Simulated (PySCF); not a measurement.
```yaml
atoms:
  - { symbol: O, position_ang: [0.0556, 3.4740, 0.3897] }
  - { symbol: C, position_ang: [-0.5408, 2.3996, 0.3093] }
  - { symbol: Si, position_ang: [0.2866, 0.7481, 0.1222] }
  - { symbol: Si, position_ang: [2.3970, -0.1232, 0.0072] }
  - { symbol: O, position_ang: [-0.8395, -0.4230, 0.0724] }
  - { symbol: Si, position_ang: [-1.9063, -1.6423, -0.0028] }
  - { symbol: H, position_ang: [-1.6500, 2.3794, 0.3385] }
  - { symbol: H, position_ang: [2.5793, -0.9987, -1.1637] }
  - { symbol: H, position_ang: [3.3634, 0.9723, -0.0856] }
  - { symbol: H, position_ang: [2.7496, -0.9354, 1.1847] }
  - { symbol: H, position_ang: [-1.1372, -2.8590, 0.2517] }
  - { symbol: H, position_ang: [-2.8998, -1.3789, 1.0329] }
  - { symbol: H, position_ang: [-2.4622, -1.6124, -1.3529] }
```

Geometry: GFN2-xTB.

Computed with UKS B3LYP, pcH-1 on C H O Si, non-relativistic, mean-field spin-orbit, GIAO (PySCF 2.14.0, density-fitted response routines).

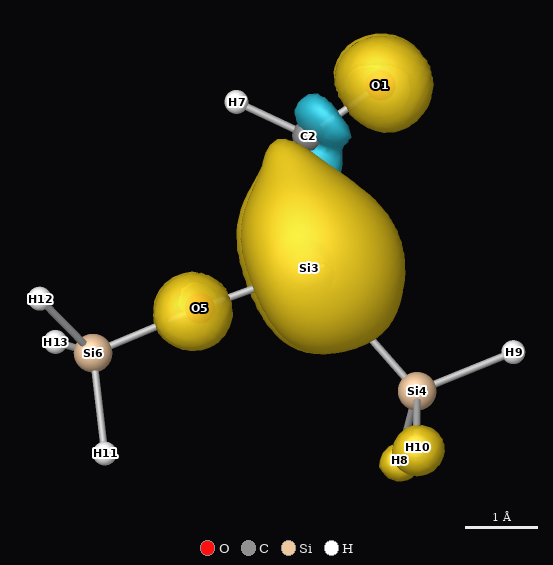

CH7O2Si3 (SMILES O=C[Si]([SiH3])O[SiH3]) (doublet). Isosurfaces of the spin density at +0.015 (yellow) and −0.015 e/Å³ (cyan), seen across its widest extent.

Describe the spin distribution.

The unpaired spin (1 electron) lies mostly on Si3 (about 0.6), O1 (about 0.2) and O5 (about 0.1), in electrons by Hirshfeld's partition.
